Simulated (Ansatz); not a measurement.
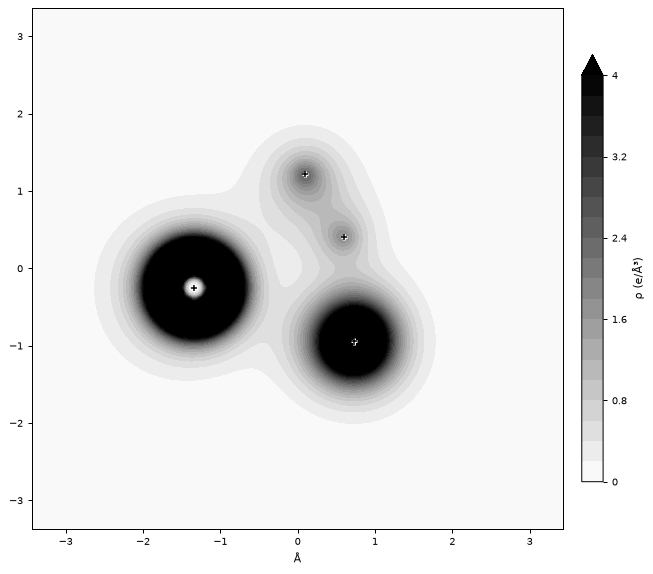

The electron density on a plane through atoms (crosses mark nuclei in the plane).

The calculation used RKS PBE0-D4/def2-TZVPP in Ansatz 0.2.0.

Candidates:
A. H4OSn
B. GaH3O
C. BH3O

> Which candidate gave the map?

Candidate A: H4OSn on the plane of atoms O2, Sn1 and H4, which holds Sn, O and H. Sn–O (2.18 Å): ρ is about 0.51 e/Å³ halfway.
